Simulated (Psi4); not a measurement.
Interaction calculation, with input and output: SiH$_{3}$OF$_{2}$ (charge −1) (part 2 of 2)

SiH$_{3}$OF$_{2}$, charge −1, SMILES O=[SiH2].F[H-]F; SAPT0/jun-cc-pVDZ, RHF (Psi4 1.11). 

Geometry of the input (Å):
```
O  -0.2832  0.4135  1.4695
Si -0.0067  0.0098  0.0349
H  0.4399  -1.3460  -0.3762
H  -0.1500  0.9227  -1.1283
F  2.8592  0.6016  -1.2906
H  3.3778  0.4549  -0.2825
F  3.8965  0.3081  0.7256
```

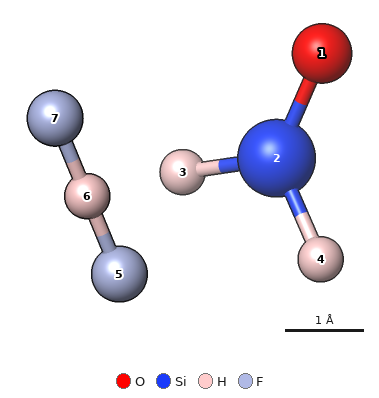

Fig. 1: The structure as given in the input (ball-and-stick view, seen at a tilt; atoms are numbered from 1 in the order of the input).

Log, continued
```
       Center              X                  Y                   Z               Mass
    ------------   -----------------  -----------------  -----------------  -----------------
      Gh(O)          -0.283200000000     0.413500000000     1.469520000000    15.994914619570
      Gh(SI)         -0.006700000000     0.009800000000     0.034920000000    27.976926534650
      Gh(H)           0.439900000000    -1.346000000000    -0.376180000000     1.007825032230
      Gh(H)          -0.150000000000     0.922700000000    -1.128280000000     1.007825032230
         F            2.859180000000     0.601600000000    -1.290630000000    18.998403162730
         H            3.377820000000     0.454870000000    -0.282510000000     1.007825032230
         F            3.896460000000     0.308140000000     0.725600000000    18.998403162730

  Running in c1 symmetry.

  Rotational constants: A =      0.20080  B =      0.03568  C =      0.03115 [cm^-1]
  Rotational constants: A =   6019.78497  B =   1069.53777  C =    933.96758 [MHz]
  Nuclear repulsion =   27.080100794577060

  Charge       = -1
  Multiplicity = 1
  Electrons    = 20
  Nalpha       = 10
  Nbeta        = 10

  ==> Iterations <==

                           Total Energy        Delta E     RMS |[F,P]|

   @DF-RHF iter SAD:  -198.58955345799370   -1.98590e+02   0.00000e+00
   @DF-RHF iter   1:  -199.42818098726525   -8.38628e-01   5.72475e-03 DIIS/ADIIS
   @DF-RHF iter   2:  -199.48796571541868   -5.97847e-02   3.92029e-03 DIIS/ADIIS
   @DF-RHF iter   3:  -199.52441622266156   -3.64505e-02   1.37798e-04 DIIS/ADIIS
   @DF-RHF iter   4:  -199.52455039725390   -1.34175e-04   3.53957e-05 DIIS
   @DF-RHF iter   5:  -199.52455636172934   -5.96448e-06   4.44090e-06 DIIS
   @DF-RHF iter   6:  -199.52455652850961   -1.66780e-07   9.79842e-07 DIIS
   @DF-RHF iter   7:  -199.52455653654769   -8.03809e-09   1.91607e-07 DIIS
   @DF-RHF iter   8:  -199.52455653665510   -1.07406e-10   6.08738e-08 DIIS
   @DF-RHF iter   9:  -199.52455653666806   -1.29603e-11   6.94848e-09 DIIS
  Energy and wave function converged.

  ==> Post-Iterations <==

    Orbital Energies [Eh]
    ---------------------

    Doubly Occupied:

       1A    -25.971303     2A    -25.971280     3A     -1.265027
       4A     -1.218988     5A     -0.470658     6A     -0.332693
       7A     -0.332680     8A     -0.306600     9A     -0.306594
      10A     -0.286228

    Virtual:

      11A      0.137861    12A      0.163289    13A      0.164849
      14A      0.202062    15A      0.283774    16A      0.306241
      17A      0.312306    18A      0.328522    19A      0.394932
      20A      0.401989    21A      0.411903    22A      0.441268
      23A      0.447337    24A      0.462760    25A      0.471196
      26A      0.499990    27A      0.518007    28A      0.530212
      29A      0.547099    30A      0.565728    31A      0.615139
      32A      0.730471    33A      0.830168    34A      0.853911
      35A      0.987289    36A      0.994233    37A      1.046451
      38A      1.080132    39A      1.118252    40A      1.167357
      41A      1.215750    42A      1.255775    43A      1.303612
      44A      1.336571    45A      1.369488    46A      1.373508
      47A      1.727391    48A      1.745885    49A      1.766253
      50A      1.920699    51A      1.981972    52A      1.995156
      53A      2.006128    54A      2.015563    55A      2.095906
      56A      2.106255    57A      2.189855    58A      2.203432
      59A      2.216229    60A      2.248865    61A      2.428581
      62A      2.698874    63A      2.737523    64A      2.881811
      65A      2.985685    66A      3.062850    67A      3.294338
      68A      4.284064    69A      4.284704    70A      4.292347
      71A      4.299975    72A      4.302260    73A      4.302461
      74A      4.303059    75A      4.310053    76A      4.475928
      77A      4.548909    78A      4.549286    79A      4.582890
      80A      4.609722    81A      4.800027    82A      5.121680
      83A      5.641108    84A      5.657966    85A      5.664984
      86A      5.827753    87A     13.960884    88A     14.309012
      89A     14.727318    90A     33.544174    91A    103.770615

    Final Occupation by Irrep:
              A
    DOCC [    10 ]
    NA   [    10 ]
    NB   [    10 ]

  @DF-RHF Final Energy:  -199.52455653666806

   => Energetics <=

    Nuclear Repulsion Energy =             27.0801007945770600
    One-Electron Energy =                -340.2852152619198023
    Two-Electron Energy =                 113.6805579306746949
    Total Energy =                       -199.5245565366680580

Computation Completed

Properties will be evaluated at   0.000000,   0.000000,   0.000000 [a0]

Properties computed using the SCF density matrix

 Multipole Moments:

 ------------------------------------------------------------------------------------
     Multipole            Electronic (a.u.)      Nuclear  (a.u.)        Total (a.u.)
 ------------------------------------------------------------------------------------

 L = 1.  Multiply by 2.5417464519 to convert [e a0] to [Debye]
 Dipole X            :       -127.6656082          121.2799393           -6.3856689
 Dipole Y            :        -17.1916606           16.3320147           -0.8596459
 Dipole Z            :         10.6776791          -10.1436341            0.5340450
 Magnitude           :                                                    6.4653664

 ------------------------------------------------------------------------------------

	total time  =          1 seconds =       0.02 minutes
  Constructing Basis Sets for SAPT...

   => Loading Basis Set <=

    Name: (JUN-CC-PVDZ AUX)
    Role: RIFIT
    Keyword: DF_BASIS_SAPT

   => Loading Basis Set <=

    Name: (JUN-CC-PVDZ AUX)
    Role: JKFIT
    Keyword: DF_BASIS_ELST

  //>>>>>>>>>>>>>>>>>>>>>>>>>>>>>>>>>>>//
  //               SAPT0               //
  //<<<<<<<<<<<<<<<<<<<<<<<<<<<<<<<<<<<//

        SAPT0
     6 June 2009

      Orbital Information
  --------------------------
    NSO        =        91
    NMO        =        91
    NRI        =       322
    NRI (Elst) =       427
    NOCC A     =        12
    NOCC B     =        10
    FOCC A     =         6
    FOCC B     =         2
    NVIR A     =        79
    NVIR B     =        81

    Elst10,r            =    -0.020482588701 [Eh]
    Exch10              =     0.002812789588 [Eh]
    Exch10 (S^2)        =     0.002808394531 [Eh]

    Maxiter = 50
    CPHF R converge = 1.000000E-08

    Iter     Energy [mEh]          dE [mEh]         Residual      Time [s]
       1      -3.53360428       3.533604285     1.345051e-02             0
       2      -3.60042385       0.066819560     4.718280e-03             0
       3      -3.85618757       0.255763730     1.808756e-03             0
       4      -3.88538055       0.029192974     7.644940e-04             0
       5      -3.86050145      -0.024879103     1.434651e-04             0
       6      -3.86577542       0.005273972     3.142667e-05             0
       7      -3.86509463      -0.000680791     9.165757e-06             0
       8      -3.86511111       0.000016486     2.326262e-06             0
       9      -3.86514970       0.000038583     6.594863e-07             0
      10      -3.86513359      -0.000016103     2.693853e-07             0
      11      -3.86513859       0.000004998     6.433571e-08             0
      12      -3.86513782      -0.000000768     1.563554e-08             0
      13      -3.86513791       0.000000083     3.469986e-09             0

    CHF Iterations converged

    Maxiter = 50
    CPHF R converge = 1.000000E-08

    Iter     Energy [mEh]          dE [mEh]         Residual      Time [s]
       1      -1.25058344       1.250583438     6.265239e-03             0
       2      -1.67578580       0.425202358     1.713241e-03             0
       3      -1.67559305      -0.000192748     7.643470e-04             0
       4      -1.66890119      -0.006691854     1.709121e-04             0
       5      -1.66880678      -0.000094417     4.652995e-05             0
       6      -1.66902472       0.000217946     1.745298e-05             0
       7      -1.66910319       0.000078470     3.918088e-06             0
       8      -1.66906899      -0.000034203     5.994603e-07             0
       9      -1.66907219       0.000003203     1.335173e-07             0
      10      -1.66907228       0.000000088     2.616620e-08             0
      11      -1.66907213      -0.000000154     5.421276e-09             0

    CHF Iterations converged

    Ind20,r (A<-B)      =    -0.003865137906 [Eh]
    Ind20,r (B<-A)      =    -0.001669072126 [Eh]
    Ind20,r             =    -0.005534210032 [Eh]
    Exch-Ind20,r (A<-B) =     0.000107161854 [Eh]
    Exch-Ind20,r (B<-A) =     0.001009448145 [Eh]
    Exch-Ind20,r        =     0.001116609999 [Eh]
    Disp20              =    -0.001237024008 [Eh]
    Disp20 (SS)         =    -0.000618512004 [Eh]
    Disp20 (OS)         =    -0.000618512004 [Eh]
    Exch-Disp20         =     0.000176746830 [Eh]
    Exch-Disp20 (SS)    =     0.000096080740 [Eh]
    Exch-Disp20 (OS)    =     0.000080666090 [Eh]

    SAPT Results
  --------------------------------------------------------------------------------------------------------
    Electrostatics                -20.48258870 [mEh]     -12.85301846 [kcal/mol]     -53.77702922 [kJ/mol]
      Elst10,r                    -20.48258870 [mEh]     -12.85301846 [kcal/mol]     -53.77702922 [kJ/mol]

    Exchange                        2.81278959 [mEh]       1.76505211 [kcal/mol]       7.38497805 [kJ/mol]
      Exch10                        2.81278959 [mEh]       1.76505211 [kcal/mol]       7.38497805 [kJ/mol]
      Exch10(S^2)                   2.80839453 [mEh]       1.76229417 [kcal/mol]       7.37343882 [kJ/mol]

    Induction                      -4.98086003 [mEh]      -3.12553685 [kcal/mol]     -13.07724620 [kJ/mol]
      Ind20,r                      -5.53421003 [mEh]      -3.47276922 [kcal/mol]     -14.53006644 [kJ/mol]
      Exch-Ind20,r                  1.11661000 [mEh]       0.70068335 [kcal/mol]       2.93165915 [kJ/mol]
      delta HF,r (2)               -0.56325999 [mEh]      -0.35345098 [kcal/mol]      -1.47883891 [kJ/mol]

    Dispersion                     -1.06027718 [mEh]      -0.66533397 [kcal/mol]      -2.78375735 [kJ/mol]
      Disp20                       -1.23702401 [mEh]      -0.77624428 [kcal/mol]      -3.24780609 [kJ/mol]
      Exch-Disp20                   0.17674683 [mEh]       0.11091031 [kcal/mol]       0.46404874 [kJ/mol]
      Disp20 (SS)                  -0.61851200 [mEh]      -0.38812214 [kcal/mol]      -1.62390304 [kJ/mol]
      Disp20 (OS)                  -0.61851200 [mEh]      -0.38812214 [kcal/mol]      -1.62390304 [kJ/mol]
      Exch-Disp20 (SS)              0.09608074 [mEh]       0.06029157 [kcal/mol]       0.25225995 [kJ/mol]
      Exch-Disp20 (OS)              0.08066609 [mEh]       0.05061874 [kcal/mol]       0.21178879 [kJ/mol]

  Total HF                        -22.65065914 [mEh]     -14.21350320 [kcal/mol]     -59.46929738 [kJ/mol]
  Total SAPT0                     -23.71093632 [mEh]     -14.87883717 [kcal/mol]     -62.25305473 [kJ/mol]

  Special recipe for scaled SAPT0 (see Manual):
    Electrostatics sSAPT0         -20.48258870 [mEh]     -12.85301846 [kcal/mol]     -53.77702922 [kJ/mol]
    Exchange sSAPT0                 2.81278959 [mEh]       1.76505211 [kcal/mol]       7.38497805 [kJ/mol]
    Induction sSAPT0               -4.97560943 [mEh]      -3.12224206 [kcal/mol]     -13.06346076 [kJ/mol]
    Dispersion sSAPT0              -1.05944607 [mEh]      -0.66481244 [kcal/mol]      -2.78157527 [kJ/mol]
  Total sSAPT0                    -23.70485461 [mEh]     -14.87502084 [kcal/mol]     -62.23708720 [kJ/mol]
  --------------------------------------------------------------------------------------------------------

	total time  =          1 seconds =       0.02 minutes

Warning! sapt0 does not have an associated derived wavefunction. The returned wavefunction is the dimer SCF wavefunction.

  Variable Map:
  ----------------------------------------------------------------------------
  "CURRENT ENERGY"                    =>      -0.023710936318
  "CURRENT REFERENCE ENERGY"          =>    -199.524556536668
  "DD SOLVATION ENERGY"               =>       0.000000000000
  "HF KINETIC ENERGY"                 =>     199.371346215805
  "HF POTENTIAL ENERGY"               =>    -398.895902752473
  "HF TOTAL ENERGY"                   =>    -199.524556536668
  "HF VIRIAL RATIO"                   =>       2.000768467103
  "NUCLEAR REPULSION ENERGY"          =>      27.080100794577
  "ONE-ELECTRON ENERGY"               =>    -340.285215261920
  "PCM POLARIZATION ENERGY"           =>       0.000000000000
  "PE ENERGY"                         =>       0.000000000000
  "SAPT ALPHA"                        =>       0.000000000000
  "SAPT CT ENERGY"                    =>      -0.004417600033
  "SAPT DISP ENERGY"                  =>      -0.001060277178
  "SAPT DISP20 ENERGY"                =>      -0.001237024008
  "SAPT ELST ENERGY"                  =>      -0.020482588701
  "SAPT ELST10,R ENERGY"              =>      -0.020482588701
  "SAPT ENERGY"                       =>       0.000000000000
  "SAPT EXCH ENERGY"                  =>       0.002812789588
  "SAPT EXCH-DISP20 ENERGY"           =>       0.000176746830
  "SAPT EXCH-IND20,R ENERGY"          =>       0.001116609999
  "SAPT EXCH10 ENERGY"                =>       0.002812789588
  "SAPT EXCH10(S^2) ENERGY"           =>       0.002808394531
  "SAPT EXCHSCAL"                     =>       1.000000000000
  "SAPT EXCHSCAL1"                    =>       1.001564971683
  "SAPT EXCHSCAL3"                    =>       1.004702266290
  "SAPT HF TOTAL ENERGY"              =>      -0.022650659140
  "SAPT HF(2) ALPHA=0.0 ENERGY"       =>      -0.000563259995
  "SAPT HF(2) ENERGY"                 =>      -0.000563259995
  "SAPT IND ENERGY"                   =>      -0.004980860027
  "SAPT IND20,R ENERGY"               =>      -0.005534210032
  "SAPT SAME-SPIN DISP20 ENERGY"      =>      -0.000618512004
  "SAPT SAME-SPIN EXCH-DISP20 ENERGY" =>       0.000096080740
  "SAPT TOTAL ENERGY"                 =>      -0.023710936318
  "SAPT0 DISP ENERGY"                 =>      -0.001060277178
  "SAPT0 ELST ENERGY"                 =>      -0.020482588701
  "SAPT0 EXCH ENERGY"                 =>       0.002812789588
  "SAPT0 IND ENERGY"                  =>      -0.004980860027
  "SAPT0 TOTAL ENERGY"                =>      -0.023710936318
  "SAPT2 DISP ENERGY"                 =>      -0.001060277178
  "SCF ITERATION ENERGY"              =>    -199.524556536668
  "SCF ITERATIONS"                    =>       9.000000000000
  "SCF TOTAL ENERGY"                  =>    -199.524556536668
  "SCS-SAPT0 DISP ENERGY"             =>      -0.000990219731
  "SCS-SAPT0 ELST ENERGY"             =>      -0.020482588701
  "SCS-SAPT0 EXCH ENERGY"             =>       0.002812789588
  "SCS-SAPT0 IND ENERGY"              =>      -0.004980860027
  "SCS-SAPT0 TOTAL ENERGY"            =>      -0.023640878871
  "SSAPT0 DISP ENERGY"                =>      -0.001059446067
  "SSAPT0 ELST ENERGY"                =>      -0.020482588701
  "SSAPT0 EXCH ENERGY"                =>       0.002812789588
  "SSAPT0 IND ENERGY"                 =>      -0.004975609430
  "SSAPT0 TOTAL ENERGY"               =>      -0.023704854609
  "TWO-ELECTRON ENERGY"               =>     113.680557930675

  Array Variable Map:
  ----------------------------------------------------------------------------
  "CURRENT DIPOLE"                    =>      -6.385668923519 ... 0.534045006943 1 by 3
  "SCF DIPOLE"                        =>      -6.385668923519 ... 0.534045006943 1 by 3
  "SCF TOTAL ENERGIES"                =>    -198.589553457994 ... -199.524556536668 1 by 10

    Psi4 run time: 0:00:05.51

[set-up sections that repeat, and orbital energies of the middle runs, are left out above]
```
